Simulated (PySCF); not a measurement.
## C$_{4}$H$_{13}$GeN: spin–spin coupling calculation

- system: C$_{4}$H$_{13}$GeN, SMILES CCC[N](C)[GeH3]
- method: B3LYP/6-31G* H:pcJ-1 indirect spin-spin coupling, non-relativistic, gas phase (PySCF 2.14.0)

The geometry comes from this level: GFN2-xTB.

Figures and captions count atoms from 1; the log counts them from 0 in places.

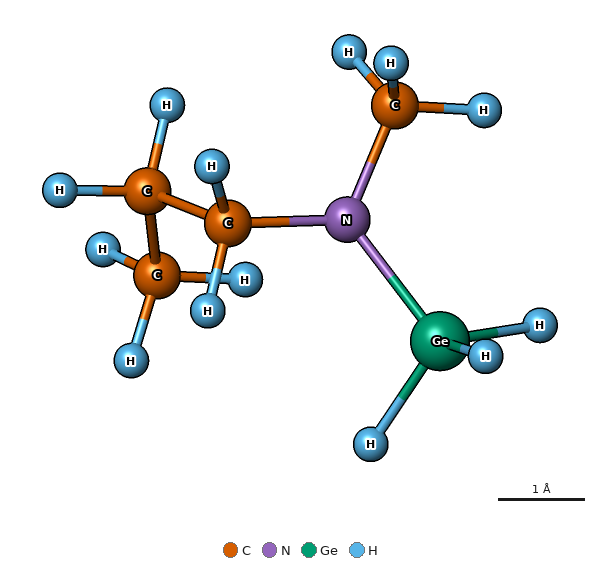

*The structure (ball-and-stick view, seen at a tilt). Sticks mark near contacts.*

Bond lengths as drawn: C–C 1.52 to 1.53 Å, C–H 1.09 to 1.10 Å, C–N 1.45 Å, Ge–H 1.49 to 1.52 Å and Ge–N 1.81 Å.

Key numbers

| quantity | value |
| --- | --- |
| outcome | converged |
| total energy | −2291.765825 hartree |
| HOMO | −5.73 eV |
| LUMO | 0.56 eV |
| dipole moment | 0.52 D |
| hardware | 1 CPU thread, shared host |
| wall time | 62 s |
| peak memory | 1.2 GiB |

Notes

Spin–orbit coupling is left out, which matters for the heavy atoms.

Input
```
{"job": {"xc": "B3LYP", "basis": {"default": "6-31G*", "H": "pcJ-1"}, "nuclei": ["H", "F", "P", "Si", "B"], "kind": "j"}, "charge": 0, "multiplicity": 1}
C      1.987908    -0.899173    -0.448122
C      1.662194     0.310730     0.416069
C      0.355067     0.977430    -0.026659
N     -0.791961     0.103517     0.114481
C     -1.290587     0.006091     1.468608
Ge    -1.917428    -0.169156    -1.281471
H      2.888281    -1.396085    -0.094506
H      1.162915    -1.607705    -0.418389
H      2.142649    -0.596026    -1.481788
H      1.583272     0.004765     1.460276
H      2.465292     1.047476     0.345544
H      0.207891     1.905269     0.545343
H      0.450325     1.248248    -1.082766
H     -1.616060     0.977245     1.863791
H     -2.141156    -0.675029     1.486227
H     -0.521266    -0.389623     2.135209
H     -1.039464    -0.317391    -2.482036
H     -2.654844    -1.431293    -0.959291
H     -2.942831     0.909960    -1.567981
```

The first line tells a small driver script what to run in PySCF; the rest is the geometry in Å.

Command:
```bash
OMP_NUM_THREADS=1 python <driver script> task.json out
```

Log
```
coarse grid: 65392 points
cycle   1  E = -2291.6889898044  dE = -1.989e-01  |g| = 6.319e-01  |ddm| = 3.528e+00
cycle   2  E = -2291.6054380529  dE =  8.355e-02  |g| = 8.890e-01  |ddm| = 1.441e+00
cycle   3  E = -2291.7616909785  dE = -1.563e-01  |g| = 1.384e-01  |ddm| = 1.011e+00
cycle   4  E = -2291.7655972193  dE = -3.906e-03  |g| = 3.266e-02  |ddm| = 1.563e-01
cycle   5  E = -2291.7658099967  dE = -2.128e-04  |g| = 7.246e-03  |ddm| = 3.645e-02
cycle   6  E = -2291.7658218350  dE = -1.184e-05  |g| = 2.221e-03  |ddm| = 8.616e-03
cycle   7  E = -2291.7658228956  dE = -1.061e-06  |g| = 3.332e-04  |ddm| = 1.969e-03
final grid: 138704 points
cycle   8  E = -2291.7658250626  dE = -1.183e-07  |g| = 3.885e-04  |ddm| = 2.534e-03
cycle   9  E = -2291.7658250441  dE =  1.854e-08  |g| = 4.927e-04  |ddm| = 7.719e-04
cycle  10  E = -2291.7658250983  dE = -5.418e-08  |g| = 4.703e-05  |ddm| = 4.141e-04
cycle  11  E = -2291.7658250988  dE = -4.811e-10  |g| = 1.625e-05  |ddm| = 6.594e-05
```

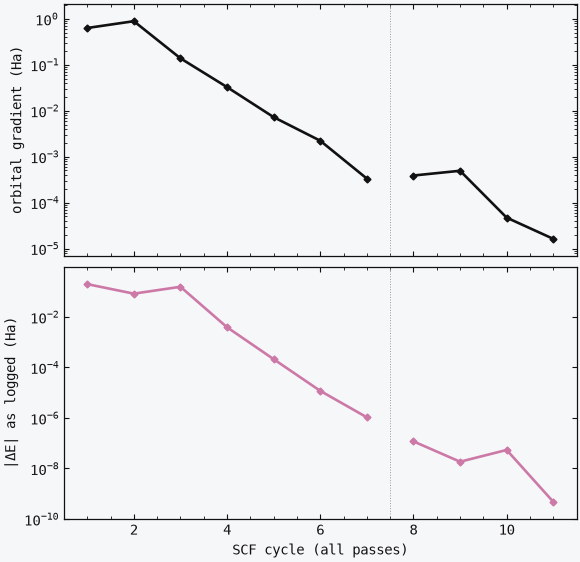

*Convergence of the self-consistent field: orbital gradient and size of the energy change against the SCF cycle. The dotted line marks the change from a coarse to the final integration grid.*

The first 7 cycles use a coarse grid, the final grid takes over at cycle 8, and the field converges after 11 cycles in all.

```
converged SCF energy = -2291.7658250988

Indirect spin-spin couplings (Hz)
  i      j    bonds     total        FC       PSO       DSO        SD
  6 H    7 H    2    -13.642   -13.299     2.094    -2.437         -
  6 H    8 H    2    -13.528   -13.119     2.156    -2.565         -
  6 H    9 H    3      4.048     4.044     0.247    -0.243         -
  6 H   10 H    3      3.135     3.256     0.444    -0.565         -
  6 H   11 H    4      1.296     1.674     1.217    -1.594         -
  6 H   12 H    4     -0.382    -0.117     1.037    -1.302         -
  6 H   13 H    6     -0.247     0.023     0.751    -1.021         -
  6 H   14 H    6     -0.206     0.005     0.592    -0.803         -
  6 H   16 H    6      0.279     0.130     0.444    -0.294         -
  6 H   17 H    6     -0.346     0.031     0.434    -0.811         -
  6 H   18 H    6     -0.854     0.116     0.634    -1.604         -
  7 H    8 H    2    -13.306   -13.080     1.958    -2.184         -
  7 H    9 H    3      3.579     3.511     0.286    -0.219         -
  7 H   10 H    3     14.832    15.612     1.887    -2.667         -
  7 H   11 H    4     -0.938    -0.547     1.140    -1.532         -
  7 H   13 H    6     -0.248    -0.025     0.675    -0.898         -
  7 H   15 H    6      0.407     0.012    -0.620     1.014         -
  7 H   16 H    6      1.005     0.102    -0.681     1.585         -
  7 H   18 H    6     -1.736     0.059     0.408    -2.203         -
  8 H    9 H    3     14.071    14.873     1.875    -2.677         -
  8 H   10 H    3      4.604     4.594     0.310    -0.300         -
  8 H   11 H    4     -0.420    -0.118     0.971    -1.273         -
  8 H   12 H    4      0.516    -0.280    -1.085     1.881         -
  8 H   13 H    6     -0.360    -0.032     0.812    -1.141         -
  8 H   14 H    6     -0.295     0.046     0.696    -1.037         -
  8 H   15 H    6     -0.193     0.010     0.630    -0.833         -
  8 H   16 H    6      1.298     0.134    -0.726     1.889         -
  8 H   17 H    6     -0.675     0.005     0.246    -0.927         -
  8 H   18 H    6     -0.965     0.130     0.325    -1.419         -
  9 H   10 H    2    -13.801   -13.607     1.827    -2.021         -
  9 H   11 H    3      3.167     3.047     0.238    -0.118         -
  9 H   12 H    3     12.975    13.628     1.775    -2.428         -
  9 H   14 H    5     -0.167    -0.108     0.487    -0.546         -
  9 H   15 H    5      0.581    -0.452    -2.158     3.190         -
  9 H   16 H    5     -0.209     0.122     0.613    -0.943         -
  9 H   17 H    5     -0.494     0.034     0.425    -0.954         -
  9 H   18 H    5     -1.027    -0.074     0.646    -1.598         -
 10 H   11 H    3      3.119     2.891     0.049     0.178         -
 10 H   12 H    3      2.869     2.613     0.224     0.032         -
 10 H   13 H    5     -0.263    -0.100     0.611    -0.774         -
 10 H   14 H    5     -0.419    -0.028     1.044    -1.436         -
 10 H   15 H    5     -0.262    -0.158     0.515    -0.618         -
 10 H   17 H    5     -0.766     0.105     0.728    -1.598         -
 10 H   18 H    5     -0.207     0.496     0.572    -1.275         -
 11 H   12 H    2    -13.260   -13.443     1.495    -1.312         -
 11 H   13 H    4      1.040     0.267    -1.142     1.915         -
 11 H   14 H    4     -0.412    -0.054     1.136    -1.493         -
 11 H   15 H    4      1.092     0.930     0.052     0.110         -
 11 H   16 H    4     -0.791    -0.226     0.692    -1.257         -
 12 H   14 H    4      0.933     1.569     1.340    -1.977         -
 12 H   15 H    4     -0.974    -0.531     1.263    -1.707         -
 12 H   16 H    4      1.289    -0.323    -1.198     2.811         -
 12 H   17 H    4     -1.292     1.439     0.694    -3.426         -
 12 H   18 H    4     -0.405     0.273    -0.088    -0.590         -
 13 H   14 H    2    -12.281   -12.250     1.877    -1.909         -
 13 H   15 H    2     -9.419    -9.258     1.833    -1.994         -
 13 H   16 H    4     -1.527     0.310     0.880    -2.717         -
 13 H   17 H    4     -0.627    -0.055     0.607    -1.178         -
 13 H   18 H    4      0.684     0.736     0.005    -0.057         -
 14 H   15 H    2    -14.308   -14.218     1.841    -1.930         -
 14 H   16 H    4     -0.844     1.759     0.724    -3.327         -
 14 H   17 H    4      1.217    -0.303    -1.022     2.543         -
 14 H   18 H    4     -0.760     0.059     0.118    -0.938         -
 16 H   17 H    2      5.878    10.277     0.822    -5.221         -
 16 H   18 H    2     19.271    22.949     0.736    -4.414         -
 17 H   18 H    2     19.542    23.133     0.745    -4.335         -
```
